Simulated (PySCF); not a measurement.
# Geometry relaxation, with input and output: WN₄H₆

WN₄H₆ (W(NH)2(NH2)2), SMILES [NH]=[W](=[NH])([NH2])[NH2], computed with PBE0-D3(BJ)/def2-SVP geometry optimisation, gas phase (PySCF 2.14.0).

It belongs to a series of runs on one base structure; here: ligand (both): Cl to NH2.

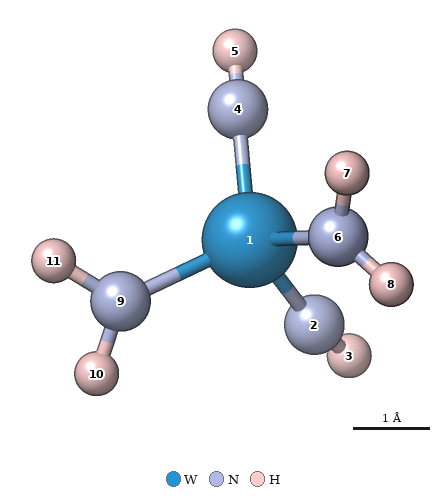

**Figure 1.** The structure as given in the input (ball-and-stick view, seen at a tilt; atoms are numbered from 1 in the order of the input). Sticks mark near contacts.

## Results in brief

```json
{"quantity": "outcome", "value": "converged"}
{"quantity": "total energy", "value": "−289.384005 hartree"}
{"quantity": "dipole moment", "value": "0.58 D"}
{"quantity": "point group", "value": "C2v"}
{"quantity": "hardware", "value": "1 CPU thread, shared host"}
{"quantity": "wall time", "value": "75 s"}
{"quantity": "peak memory", "value": "0.48 GiB"}
```

## Input file
```
{"job": {"xc": "PBE0", "basis": "def2-SVP", "d3": "d3bj", "grid": 1, "maxiter": 30, "shake": 0.03, "kind": "geom"}, "charge": 0, "multiplicity": 1}
W      0.243540    -0.077190     0.141860
N      0.079400     0.005510     1.907660
H      0.267800     0.017670     2.884150
N      1.935330    -0.020910    -0.559100
H      2.843250    -0.061900    -0.695380
N     -0.744080     1.672560    -0.553080
H     -0.421050     2.196590    -1.365810
H     -1.349290     2.247360    -0.030910
N     -0.775100    -1.634460    -0.456730
H     -1.459840    -2.201930     0.052660
H     -0.521920    -2.228810    -1.294440
```

The first line tells a small driver script what to run in PySCF; the rest is the geometry in Å.

Run as:
```bash
OMP_NUM_THREADS=1 python <driver script> task.json out
```

## Log
```
step   0  E = -289.35189744  max force = 0.176722
step   1  E = -289.37879836  max force = 0.044972
step   2  E = -289.38208454  max force = 0.028230
step   3  E = -289.38342713  max force = 0.008093
step   4  E = -289.38378092  max force = 0.003828
step   5  E = -289.38389391  max force = 0.001198
step   6  E = -289.38395526  max force = 0.001030
step   7  E = -289.38397688  max force = 0.000912
step   8  E = -289.38399432  max force = 0.000505
step   9  E = -289.38400205  max force = 0.000531
step  10  E = -289.38400478  max force = 0.000331
optimisation converged
```

## Trajectory as extended XYZ (Å, eV, eV/Å), 11 frames, from step=0 to step=10
```
11
Properties=species:S:1:pos:R:3:forces:R:3 step=0 energy=-7873.66618
W     0.2435   -0.0772    0.1419    1.0467   3.3961  -0.7153
N     0.0794    0.0055    1.9077   -0.1909  -0.4156  -2.3133
H     0.2678    0.0177    2.8841    0.3510   0.0938   0.9249
N     1.9353   -0.0209   -0.5591   -9.0874  -0.3561   1.8818
H     2.8432   -0.0619   -0.6954    5.9839  -0.1514  -0.6928
N    -0.7441    1.6726   -0.5531    2.2914  -2.8911  -0.2667
H    -0.4210    2.1966   -1.3658    0.1155  -0.3003   0.1093
H    -1.3493    2.2474   -0.0309   -0.9202   0.6380   1.0744
N    -0.7751   -1.6345   -0.4567    0.3701  -1.6840  -1.2457
H    -1.4598   -2.2019    0.0527    0.2214   0.5189   0.1662
H    -0.5219   -2.2288   -1.2944   -0.1816   1.1517   1.0772
11
Properties=species:S:1:pos:R:3:forces:R:3 step=1 energy=-7874.39819
W     0.1998   -0.0112    0.1142   -2.3125   0.0719   0.1595
N     0.0623    0.0328    1.8408   -0.1294  -0.0265   1.5572
H     0.2962    0.0378    2.8264    0.1417   0.0217   0.0016
N     1.7844   -0.0121   -0.5448    2.1039  -0.2234  -1.0926
H     2.7817   -0.0697   -0.6637    0.3579   0.0601   0.0558
N    -0.6984    1.5838   -0.5255    0.0660   0.5560  -0.3700
H    -0.3447    2.0781   -1.3388   -0.1265   0.0829  -0.0013
H    -1.3151    2.1709    0.0215   -0.0810   0.0194   0.0206
N    -0.7670   -1.5951   -0.4702   -0.0260  -1.0488  -0.5728
H    -1.4296   -2.1615    0.0547    0.0672   0.2611   0.1092
H    -0.4716   -2.1391   -1.2838   -0.0613   0.2256   0.1327
11
Properties=species:S:1:pos:R:3:forces:R:3 step=2 energy=-7874.48761
W     0.1635    0.0038    0.1144    1.4516  -0.6061   0.4746
N     0.0487    0.0300    1.8805   -0.1573   0.0361  -0.5976
H     0.3309    0.0318    2.8573    0.0593  -0.0069  -0.1537
N     1.8199   -0.0384   -0.5529   -0.9062  -0.0402   0.1931
H     2.8393   -0.1011   -0.6372   -0.5047   0.0675   0.1740
N    -0.7023    1.6164   -0.5452   -0.1687   0.4820   0.0254
H    -0.3886    2.1350   -1.3587    0.0030  -0.0210  -0.0574
H    -1.3343    2.1873    0.0124    0.0413  -0.1179  -0.0805
N    -0.7709   -1.6230   -0.4907    0.1321   0.1429   0.1250
H    -1.4294   -2.1723    0.0500   -0.0426   0.1053   0.1213
H    -0.4788   -2.1550   -1.2990    0.0922  -0.0416  -0.2242
11
Properties=species:S:1:pos:R:3:forces:R:3 step=3 energy=-7874.52414
W     0.1715   -0.0103    0.1223   -0.1866   0.4162  -0.1677
N     0.0499    0.0193    1.8768   -0.0707  -0.0203  -0.0476
H     0.3482    0.0225    2.8464    0.0548   0.0022  -0.0316
N     1.7988   -0.0517   -0.5448    0.0375  -0.0801  -0.0626
H     2.8129   -0.1062   -0.6100   -0.1770   0.0472   0.0852
N    -0.7008    1.6387   -0.5512    0.2179  -0.2670   0.2105
H    -0.3974    2.1597   -1.3679    0.0334  -0.0760  -0.0104
H    -1.3411    2.2007    0.0016   -0.0034  -0.0765  -0.0015
N    -0.7548   -1.6303   -0.4912    0.1132  -0.0429   0.0043
H    -1.4185   -2.1667    0.0570   -0.0323   0.0602   0.0515
H    -0.4705   -2.1614   -1.3081    0.0134   0.0370  -0.0302
11
Properties=species:S:1:pos:R:3:forces:R:3 step=4 energy=-7874.53377
W     0.1640   -0.0051    0.1190   -0.1159  -0.0290   0.0085
N     0.0430    0.0207    1.8708   -0.0660  -0.0033   0.1295
H     0.3599    0.0218    2.8333    0.0402   0.0010   0.0300
N     1.7860   -0.0462   -0.5452    0.1287  -0.0237  -0.1374
H     2.7961   -0.0906   -0.5884    0.0858   0.0190   0.0337
N    -0.6922    1.6257   -0.5435    0.0302   0.1449  -0.0323
H    -0.3783    2.1355   -1.3631   -0.0212  -0.0167  -0.0041
H    -1.3404    2.1835    0.0010   -0.0482   0.0033  -0.0028
N    -0.7500   -1.6247   -0.4953    0.0052  -0.1968  -0.0776
H    -1.4187   -2.1502    0.0584   -0.0126   0.0364  -0.0065
H    -0.4714   -2.1559   -1.3162   -0.0261   0.0650   0.0591
11
Properties=species:S:1:pos:R:3:forces:R:3 step=5 energy=-7874.53684
W     0.1633   -0.0058    0.1191   -0.0445  -0.0420   0.0134
N     0.0407    0.0177    1.8734   -0.0309  -0.0014   0.0144
H     0.3676    0.0181    2.8334    0.0157   0.0015   0.0027
N     1.7890   -0.0461   -0.5440    0.0358  -0.0109  -0.0585
H     2.8013   -0.0838   -0.5738    0.0215   0.0138   0.0239
N    -0.6902    1.6298   -0.5446    0.0324   0.0616   0.0278
H    -0.3788    2.1368   -1.3664   -0.0157  -0.0066  -0.0109
H    -1.3476    2.1831   -0.0050   -0.0209  -0.0104  -0.0212
N    -0.7490   -1.6298   -0.4975    0.0238  -0.0298   0.0335
H    -1.4241   -2.1475    0.0552   -0.0143   0.0174  -0.0126
H    -0.4741   -2.1579   -1.3190   -0.0030   0.0066  -0.0124
11
Properties=species:S:1:pos:R:3:forces:R:3 step=6 energy=-7874.53852
W     0.1637   -0.0084    0.1199    0.0474   0.0083  -0.0465
N     0.0364    0.0135    1.8745    0.0072  -0.0035   0.0006
H     0.3752    0.0141    2.8309   -0.0129   0.0037  -0.0056
N     1.7934   -0.0455   -0.5402   -0.0453  -0.0036   0.0174
H     2.8072   -0.0718   -0.5496   -0.0067   0.0044   0.0047
N    -0.6846    1.6318   -0.5444    0.0205   0.0071   0.0482
H    -0.3805    2.1355   -1.3706   -0.0041  -0.0070  -0.0127
H    -1.3584    2.1754   -0.0152   -0.0094  -0.0107  -0.0178
N    -0.7450   -1.6332   -0.4992    0.0196   0.0212   0.0530
H    -1.4332   -2.1384    0.0485   -0.0146  -0.0072  -0.0201
H    -0.4761   -2.1585   -1.3237   -0.0018  -0.0126  -0.0211
11
Properties=species:S:1:pos:R:3:forces:R:3 step=7 energy=-7874.53910
W     0.1661   -0.0091    0.1206   -0.0138  -0.0065   0.0171
N     0.0337    0.0123    1.8759    0.0243  -0.0030  -0.0469
H     0.3742    0.0141    2.8317   -0.0193   0.0035  -0.0030
N     1.7966   -0.0442   -0.5359   -0.0097   0.0022   0.0188
H     2.8106   -0.0639   -0.5347   -0.0046  -0.0013  -0.0068
N    -0.6803    1.6318   -0.5430    0.0179  -0.0036   0.0292
H    -0.3802    2.1311   -1.3734   -0.0041  -0.0027  -0.0084
H    -1.3666    2.1685   -0.0232   -0.0052  -0.0064  -0.0115
N    -0.7409   -1.6348   -0.5001    0.0238   0.0347   0.0400
H    -1.4398   -2.1333    0.0402   -0.0087  -0.0083  -0.0167
H    -0.4754   -2.1580   -1.3273   -0.0006  -0.0085  -0.0118
11
Properties=species:S:1:pos:R:3:forces:R:3 step=8 energy=-7874.53958
W     0.1691   -0.0099    0.1233   -0.0014   0.0044  -0.0259
N     0.0294    0.0122    1.8768    0.0256  -0.0018   0.0085
H     0.3649    0.0166    2.8342   -0.0207   0.0024   0.0029
N     1.8019   -0.0430   -0.5289   -0.0142   0.0047   0.0245
H     2.8160   -0.0575   -0.5209   -0.0045  -0.0046  -0.0088
N    -0.6754    1.6308   -0.5412    0.0083  -0.0023   0.0035
H    -0.3807    2.1249   -1.3768   -0.0015  -0.0025  -0.0027
H    -1.3766    2.1592   -0.0333   -0.0014  -0.0021  -0.0012
N    -0.7344   -1.6354   -0.5000    0.0096   0.0076   0.0087
H    -1.4464   -2.1287    0.0279   -0.0008  -0.0037  -0.0070
H    -0.4695   -2.1547   -1.3302    0.0010  -0.0021  -0.0025
11
Properties=species:S:1:pos:R:3:forces:R:3 step=9 energy=-7874.53979
W     0.1710   -0.0096    0.1254   -0.0239   0.0060   0.0273
N     0.0253    0.0136    1.8788    0.0147  -0.0003  -0.0127
H     0.3509    0.0205    2.8395   -0.0114   0.0005   0.0029
N     1.8047   -0.0421   -0.5228    0.0143   0.0045   0.0039
H     2.8188   -0.0561   -0.5148   -0.0021  -0.0037  -0.0041
N    -0.6725    1.6300   -0.5413    0.0012   0.0036  -0.0131
H    -0.3811    2.1207   -1.3800    0.0014  -0.0027   0.0002
H    -1.3821    2.1538   -0.0404   -0.0003  -0.0002   0.0048
N    -0.7283   -1.6358   -0.5002    0.0020  -0.0142  -0.0176
H    -1.4477   -2.1283    0.0184    0.0023   0.0023   0.0026
H    -0.4609   -2.1522   -1.3317    0.0020   0.0040   0.0058
11
Properties=species:S:1:pos:R:3:forces:R:3 step=10 energy=-7874.53986
W     0.1713   -0.0087    0.1275   -0.0142  -0.0066   0.0016
N     0.0205    0.0155    1.8800    0.0009   0.0018   0.0097
H     0.3363    0.0237    2.8438   -0.0033  -0.0009   0.0024
N     1.8064   -0.0406   -0.5173    0.0098   0.0042  -0.0041
H     2.8204   -0.0559   -0.5110    0.0012  -0.0014   0.0035
N    -0.6715    1.6295   -0.5428   -0.0042   0.0026  -0.0130
H    -0.3804    2.1180   -1.3829    0.0016  -0.0007   0.0013
H    -1.3850    2.1516   -0.0457    0.0018   0.0013   0.0035
N    -0.7228   -1.6369   -0.5009   -0.0012  -0.0104  -0.0170
H    -1.4455   -2.1300    0.0123    0.0035   0.0049   0.0064
H    -0.4517   -2.1518   -1.3321    0.0041   0.0050   0.0058
```

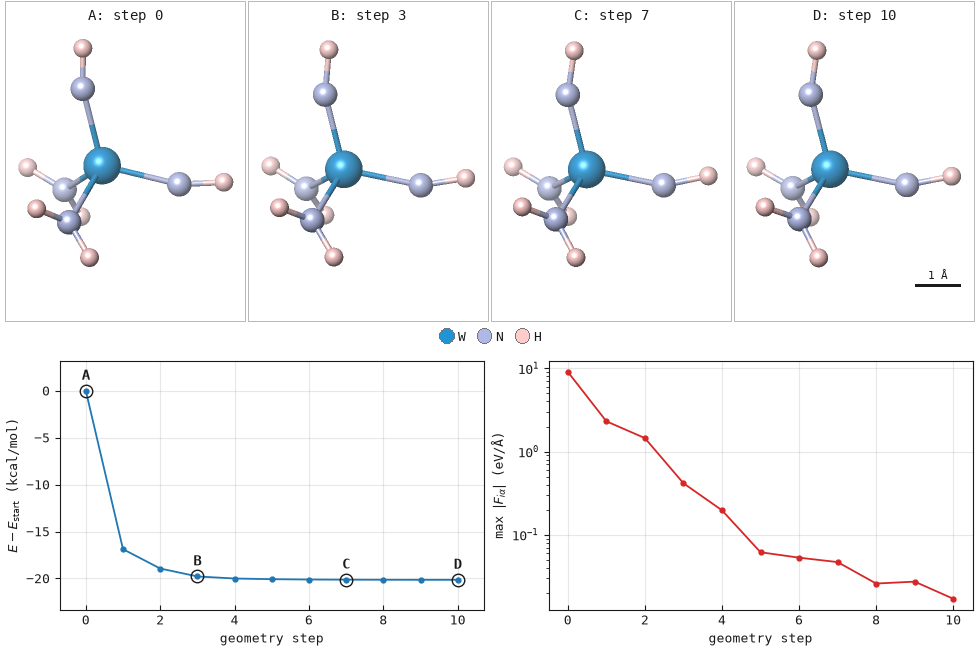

**Figure 2.** Frames of the relaxation (ball-and-stick view, seen at an oblique angle) above the curves, on which the letters mark them (steps are counted from 0).

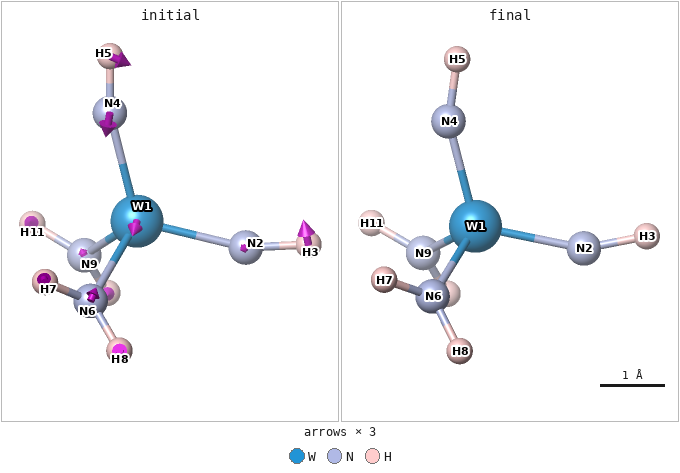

**Figure 3.** Before (left) and after (right) the relaxation, at one scale (ball-and-stick view, seen at an oblique angle). The pink arrows give the displacements, magnified 3 times. After 10 geometry steps the energy has fallen by 20.1 kcal/mol. The largest force component goes from 9.1 to 0.017 eV/Å. The largest moves after the best rigid fit, 0.14 Å, are those of H3 and N4. By element the largest moves are N 0.14 Å, H 0.14 Å, W 0.10 Å. Among the contacts that change: W1–N6 2.126 → 1.961 Å, N4–H5 0.919 → 1.014 Å, W1–N4 1.832 → 1.758 Å, N9–H11 1.058 → 1.015 Å. Among the angles that change: W1–N4–H5 165.4° → 158.1°, H10–N9–H11 104.0° → 111.0°, W1–N2–H3 163.7° → 156.9°. (Atoms are counted from 1 in the order of the input.)
